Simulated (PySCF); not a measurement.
Consider GaH (charge −1, doublet).

```xyz
2

Ga    0.0000    0.0000   -0.0249
H     0.0000    0.0000    1.7001
```

All numbers below come from PySCF, PBE0/aug-cc-pVDZ(-PP), non-relativistic Hamiltonian with scalar-relativistic core potentials where named, at a bond length of 1.725 Å.

Question: Predict the electron density, electron localisation function and spin density between the atoms.

Answer: Ga–H (1.72 Å): ρ at the midpoint is about 0.65 e/Å³; the ELF climbs to about 1 towards the hydrogen.
The unpaired spin (1 electron) lies mostly on Ga1 (about 1.0), in electrons by Hirshfeld's partition.

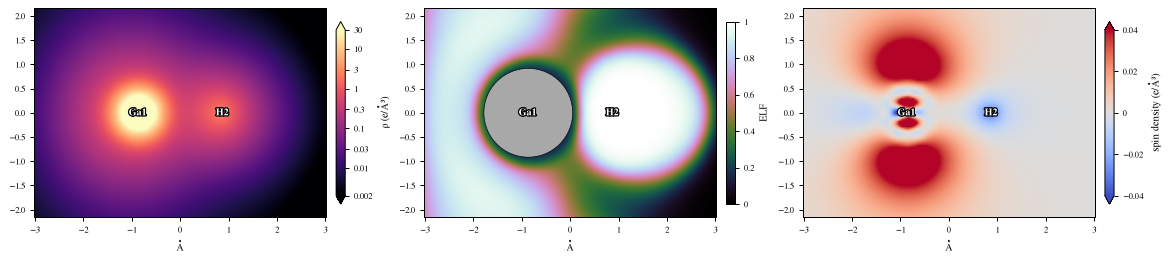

Computed electron density, electron localisation function and spin density on a plane that holds the molecular axis, in this order. Grey discs cover the atomic cores in the ELF map. 
